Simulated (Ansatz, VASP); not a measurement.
## Fe: VASP beside Ansatz

Wanted: the spread between two codes on one cell, functional and k mesh.

Method: plane waves, with VASP 6.6.1 beside it; relaxation of cell and atoms at PBEsol, in Ansatz 0.2.0.

**1. Set-up**

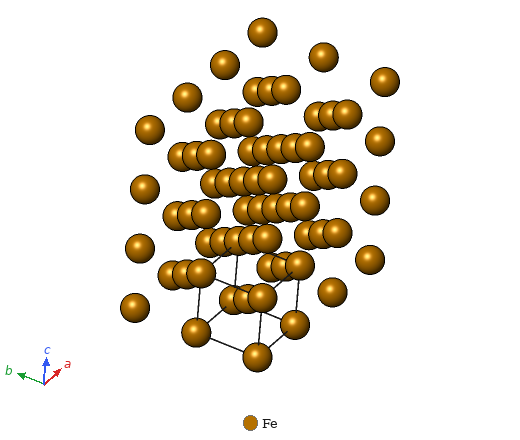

The cell as given, from a free direction (iron orange). 3×2×3 cells are drawn. This picture shows the conventional cell, with its axes. Some periodic images of atoms are drawn too.

**2. VASP: relaxation of cell and atoms, PBEsol**

The relaxed volume is the usual yardstick between codes: its relative difference is about their pressure difference at one cell divided by the bulk modulus.

Lines of VASP's logs that name or quote its potential files are left out, and so is its time.

Contents of INCAR:

```
SYSTEM = Fe
PREC = Accurate
ENCUT = 350
EDIFF = 1E-06
NELM = 120
ISMEAR = 1
SIGMA = 0.15
LREAL = .FALSE.
ALGO = Normal
GGA = PS
NBANDS = 12
ISPIN = 2
MAGMOM = 3
LASPH = .TRUE.
LMAXMIX = 4
LORBIT = 11
LWAVE = .FALSE.
LCHARG = .FALSE.
KPAR = 6
IBRION = 2
NSW = 30
ISIF = 3
EDIFFG = -0.02
POTIM = 0.4
```

Contents of POSCAR:

```
Fe
1.0
   -1.3911892647      1.3911892647      1.3911892647
    1.3911892647     -1.3911892647      1.3911892647
    1.3911892647      1.3911892647     -1.3911892647
Fe
1
Direct
    0.0000000000      0.0000000000      0.0000000000
```

Contents of KPOINTS:

```
Automatic mesh
0
Gamma
16 16 16
0 0 0
```

Potentials, in the order of the species: Fe (PBE family, release 64).

The run is started by

```sh
mpirun -np 6 vasp_std
```

Numbers of over 12 decimals in the logs are rounded to 6 here.

Log:

```text
[banner, memory and clock lines left out]
running    6 mpi-ranks, on    1 nodes
 distrk:  each k-point on    1 cores,    6 groups
 distr:  one band on    1 cores,    1 groups

 POSCAR found type information on POSCAR Fe
 POSCAR found :  1 types and       1 ions
|                                                                             |
|           W    W    AA    RRRRR   N    N  II  N    N   GGGG   !!!           |
|           W    W   A  A   R    R  NN   N  II  NN   N  G    G  !!!           |
|           W    W  A    A  R    R  N N  N  II  N N  N  G       !!!           |
|           W WW W  AAAAAA  RRRRR   N  N N  II  N  N N  G  GGG   !            |
|           WW  WW  A    A  R   R   N   NN  II  N   NN  G    G                |
|           W    W  A    A  R    R  N    N  II  N    N   GGGG   !!!           |
|                                                                             |
|     For optimal performance we recommend to set                             |
|       NCORE = 2 up to number-of-cores-per-socket                            |
|     NCORE specifies how many cores store one orbital (NPAR=cpu/NCORE).      |
|     This setting can greatly improve the performance of VASP for DFT.       |
|     The default, NCORE=1 might be grossly inefficient on modern             |
|     multi-core architectures or massively parallel machines. Do your        |
|     Unfortunately you need to use the default for GW and RPA                |
|     calculations (for HF NCORE is supported but not extensively tested      |
|     yet).                                                                   |
|                                                                             |

|                                                                             |
|               ----> ADVICE to this user running VASP <----                  |
|                                                                             |
|     You enforced a specific xc type in the INCAR file but a different       |
|     [... a line on the potential file left out ...]
|     I HOPE YOU KNOW WHAT YOU ARE DOING!                                     |
|                                                                             |

 LDA part: xc-table for (Slater+PW92), standard interpolation
 POSCAR, INCAR and KPOINTS ok, starting setup
 FFT: planning ... GRIDC
 FFT: planning ... GRID_SOFT
 FFT: planning ... GRID
 WAVECAR not read
 entering main loop
       N       E                     dE             d eps       ncg     rms          rms(c)
DAV:   1     0.139087567218E+02    0.13909E+02   -0.30877E+03  7688   0.607E+02
DAV:   2    -0.946578118634E+01   -0.23375E+02   -0.21548E+02  7304   0.112E+02
DAV:   3    -0.994671833511E+01   -0.48094E+00   -0.47871E+00  8060   0.183E+01
DAV:   4    -0.994831850756E+01   -0.16002E-02   -0.16000E-02  7736   0.946E-01
DAV:   5    -0.994832786216E+01   -0.93546E-05   -0.93556E-05  8020   0.748E-02    0.129E+01
DAV:   6    -0.898753909744E+01    0.96079E+00   -0.10258E+01  7840   0.424E+01    0.483E+00
DAV:   7    -0.894074010321E+01    0.46799E-01   -0.45177E-01  8100   0.878E+00    0.308E+00
DAV:   8    -0.893073192915E+01    0.10008E-01   -0.53289E-03  8332   0.463E-01    0.134E+00
DAV:   9    -0.892245364716E+01    0.82783E-02   -0.55995E-03  9236   0.399E-01    0.249E-01
DAV:  10    -0.892236929538E+01    0.84352E-04   -0.44785E-04  7920   0.266E-01    0.722E-02
DAV:  11    -0.892237694333E+01   -0.76480E-05   -0.74090E-05  7880   0.877E-02    0.291E-02
DAV:  12    -0.892237672985E+01    0.21349E-06   -0.22691E-06  7480   0.181E-02
   1 F= -.89223767E+01 E0= -.89222083E+01  d E =-.892238E+01  mag=     2.0850
 curvature:   0.00 expect dE= 0.000E+00 dE for cont linesearch  0.000E+00
 trial: gam= 0.00000 g(F)=  0.127E-62 g(S)=  0.617E-05 ort = 0.000E+00 (trialstep = 0.100E+01)
 search vector abs. value=  0.617E-05
 reached required accuracy - stopping structural energy minimisation
```

Parts of OUTCAR (step 2):

```text
ion  position               nearest neighbor table
   1  0.000  0.000  0.000-

  LATTYP: Found a body centered cubic cell.
 ALAT       =     2.7823785294

 Subroutine GETGRP returns: Found 48 space group operations
 (whereof 48 operations were pure point group operations)

The static configuration has the point symmetry O_h .

 Found    145 irreducible k-points:

   k-points           NKPTS =    145   k-points in BZ     NKDIM =    145   number of bands    NBANDS=     12

   dimension x,y,z NGX =    16 NGY =   16 NGZ =   16
   dimension x,y,z NGXF=    32 NGYF=   32 NGZF=   32

   ENCUT  =  350.0 eV  25.72 Ry    5.07 a.u.   3.68  3.68  3.68*2*pi/ulx,y,z

   NELECT =       8.0000    total number of electrons

 k-points in reciprocal lattice and weights: Automatic mesh
   0.00000000  0.00000000  0.00000000       0.000
   0.06250000  0.00000000  0.00000000       0.003
   0.12500000  0.00000000  0.00000000       0.003
   0.18750000  0.00000000  0.00000000       0.003
   0.25000000  0.00000000  0.00000000       0.003
   0.31250000  0.00000000  0.00000000       0.003
   0.37500000  0.00000000  0.00000000       0.003
   0.43750000  0.00000000  0.00000000       0.003
   0.50000000  0.00000000  0.00000000       0.001
[...]
0.50000000  0.50000000  0.43750000       0.003
   0.50000000  0.50000000  0.50000000       0.000

 average (electrostatic) potential at core
       1 -42.6975

 E-fermi :   6.2731

 spin component 1
 k-point     1 :       0.0000    0.0000    0.0000
  band No.  band energies     occupation
    ...
      2       3.8363      1.00000
      3       3.8363      1.00000
      4       3.8363      1.00000
      5       5.2013      1.00000
      6       5.2013      1.00000
      7      31.6781      0.00000
      8      31.6781      0.00000
      9      31.6781      0.00000
     10      37.1402      0.00000
     11      37.1402      0.00000
    ...

 k-point     2 :       0.0625    0.0000    0.0000
  band No.  band energies     occupation
    ...
      2       3.7877      1.00000
      3       3.8323      1.00000
      4       3.9314      1.00000
      5       5.1524      1.00000
      6       5.2057      1.00000
      7      30.6529      0.00000
      8      31.4532      0.00000
      9      31.5890      0.00000
     10      36.5549      0.00000
     11      37.5781      0.00000
    ...

 k-point     3 :       0.1250    0.0000    0.0000
  band No.  band energies     occupation
    ...
      2       3.6505      1.00000
      3       3.8017      1.00000
      4       4.2071      1.00000
      5       5.0474      1.00000
      6       5.2187      1.00000
      7      28.3497      0.00000
      8      30.6404      0.00000
      9      31.3708      0.00000
     10      35.4452      0.00000
     11      36.2195      0.00000
    ...

 k-point     4 :       0.1875    0.0000    0.0000
  band No.  band energies     occupation
    ...
      2       3.4495      1.00000
      3       3.7207      1.00000
      4       4.6365      1.00000
      5       4.9831      1.00000
      6       5.2430      1.00000
      7      25.5396      0.00000
      8      29.3421      0.00000
      9      31.1136      0.00000
     10      33.3115      0.00000
     11      35.2983      0.00000
    ...

 k-point     5 :       0.2500    0.0000    0.0000
  band No.  band energies     occupation
    ...
      2       3.2191      1.00000
      3       3.6744      1.00000
      4       5.0167      1.00000
      5       5.1726      1.00000
      6       5.2794      1.00000
      7      22.5833      0.00000
      8      27.9498      0.00000
      9      30.8794      0.00000
     10      31.3647      0.00000
     11      34.7485      0.00000
    ...

 k-point     6 :       0.3125    0.0000    0.0000
  band No.  band energies     occupation
    ...
      2       2.9951      1.00000
      3       3.9458      1.00000
      4       5.1247      1.00000
      5       5.3243      1.00000
      6       5.7469      1.00000
      7      19.6902      0.00000
      8      26.7147      0.00000
      9      29.6835      0.00000
     10      30.6923      0.00000
     11      34.5120      0.00000
    ...

  Total        0.0073018      0.0073018      0.0073018      0.0000000      0.0000000     -0.0000000
  in kB        1.0862291      1.0862291      1.0862291      0.0000000      0.0000000     -0.0000000
  external PRESSURE =       1.0862291 kB  Pullay stress =       0.0000000 kB

  energy-cutoff  :      350.00
  volume of cell :       10.77
      direct lattice vectors                 reciprocal lattice vectors
    -1.391189265  1.391189265  1.391189265     0.000000000  0.359404729  0.359404729
     1.391189265 -1.391189265  1.391189265     0.359404729  0.000000000  0.359404729
     1.391189265  1.391189265 -1.391189265     0.359404729  0.359404729  0.000000000

 POSITION                                       TOTAL-FORCE (eV/Angst)
 -----------------------------------------------------------------------------------
      0.00000      0.00000      0.00000         0.000000      0.000000     -0.000000
 -----------------------------------------------------------------------------------
    total drift:                                0.000000      0.000000     -0.000000

  FREE ENERGIE OF THE ION-ELECTRON SYSTEM (eV)
  ---------------------------------------------------
  free  energy   TOTEN  =        -8.9223767298 eV

  energy  without entropy=       -8.9218714449  energy(sigma->0) =       -8.92220830

 reached required accuracy - stopping structural energy minimisation

 total charge
# of ion       s       p       d       tot
------------------------------------------
    1        0.514   0.595   6.276   7.385

 magnetization (x)
# of ion       s       p       d       tot
------------------------------------------
    1       -0.012  -0.047   2.122   2.063

[... 6 further parts left out ...]
```

CONTCAR:

```
Fe
   1.00000000000000
    -1.3911892646999999    1.3911892646999999    1.3911892646999999
     1.3911892646999999   -1.3911892646999999    1.3911892646999999
     1.3911892646999999    1.3911892646999999   -1.3911892646999999
  Fe
     1
Direct
     0.0000000000000000    0.0000000000000000    0.0000000000000000
```

(Part 1 of 2 ends here.)

[Lines on the potential files, build, host, timing and source positions are cut from VASP's logs without a mark.]

[Logs are printed without paths, hosts, clocks, repeated set-up lines and the standing remarks that a program may print on its own settings, such as how far it seeks lower states.]

[Hosts, paths, dates, database ids (printed as entryN), source tags and the programs' standing remarks are cut or masked in the printed files.]
